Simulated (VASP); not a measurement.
Band structure of CaO (rock salt). Level of theory: r2SCAN meta-GGA, VASP's PBE PAW potentials (set 64) (plane waves; VASP 6.6.1).

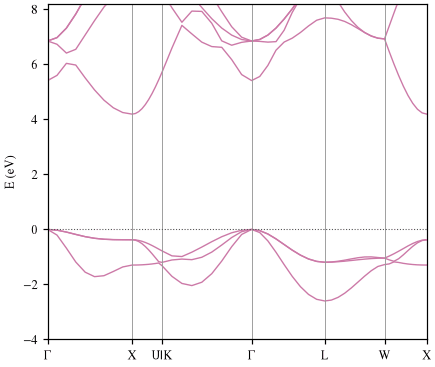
*Bands along high-symmetry lines, zero at the valence-band maximum or, without a gap, the Fermi level*

Q: Read the plot: is there a gap, and where are the band edges?

A: The gap is indirect, 4.19 eV, from the valence maximum at Γ to the conduction minimum at X.

The compound is CaO in the rock salt structure. The cell was not relaxed at this level.
